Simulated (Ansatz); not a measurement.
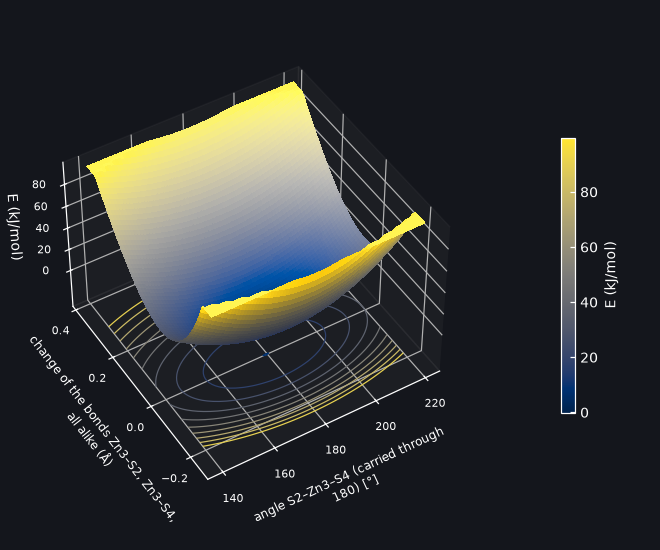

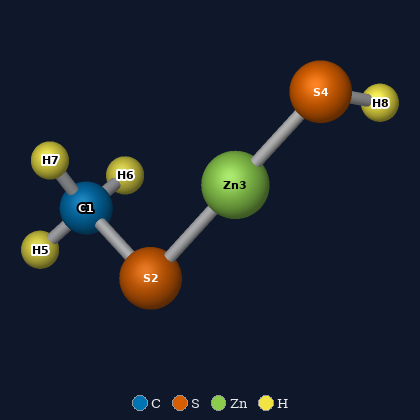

Energy landscape of CH4S2Zn, SMILES C[S][Zn][SH]. First axis: angle S2–Zn3–S4 (carried through 180). Second axis: change of the bonds Zn3–S2, Zn3–S4, all alike. Nothing is relaxed (all other coordinates rigid). Grid: 11 × 11 points. Points are written as (first, second). All energies are given in kJ/mol relative to the lowest grid point. Level of theory: Ansatz, RKS PBE-D4/def2-SVP.

Drawn: a relief with its contours projected below, any walls above the top of the colour scale cut off. Between grid points the surface is interpolated. The second picture is the structure at the lowest point.

Q: Where are the wells?

A: The lowest grid point is at (180°, 0.004 Å). No other kind of well shows on this grid. The highest grid point, (220°, −0.240 Å), lies 140 kJ/mol above the lowest. Round the minimum the two coordinates are nearly uncoupled.

Grid values (kJ/mol):

| second ↓, first → | 140 | 148 | 156 | 164 | 172 | 180 | 188 | 196 | 204 | 212 | 220 |
| --- | --- | --- | --- | --- | --- | --- | --- | --- | --- | --- | --- |
| 0.371 | 115 | 108 | 103 | 100 | 97 | 97 | 98 | 100 | 104 | 109 | 116 |
| 0.310 | 93 | 86 | 80 | 76 | 74 | 73 | 74 | 77 | 81 | 87 | 94 |
| 0.249 | 73 | 65 | 59 | 54 | 52 | 51 | 52 | 55 | 59 | 66 | 74 |
| 0.188 | 55 | 46 | 40 | 35 | 32 | 32 | 33 | 36 | 40 | 47 | 56 |
| 0.127 | 40 | 31 | 24 | 19 | 17 | 16 | 17 | 20 | 25 | 32 | 42 |
| 0.065 | 31 | 21 | 14 | 8 | 5 | 4 | 6 | 9 | 15 | 22 | 32 |
| 0.004 | 29 | 18 | 10 | 4 | 1 | 0 | 1 | 5 | 11 | 19 | 30 |
| −0.057 | 35 | 24 | 15 | 9 | 5 | 4 | 6 | 9 | 16 | 25 | 37 |
| −0.118 | 53 | 41 | 31 | 25 | 21 | 19 | 21 | 25 | 32 | 42 | 55 |
| −0.179 | 86 | 73 | 62 | 55 | 51 | 49 | 51 | 56 | 63 | 74 | 88 |
| −0.240 | 138 | 123 | 112 | 104 | 99 | 98 | 100 | 105 | 113 | 125 | 140 |

Each point was launched as `ansatz run input.yaml --threads 1 --pin off --max-ram 2560MiB --backend cpu --events-out ev --progress --plain --runs-dir out`. Time for the 121 points that were run: 11 min on 1 thread of Arm Neoverse V2 (shared host).
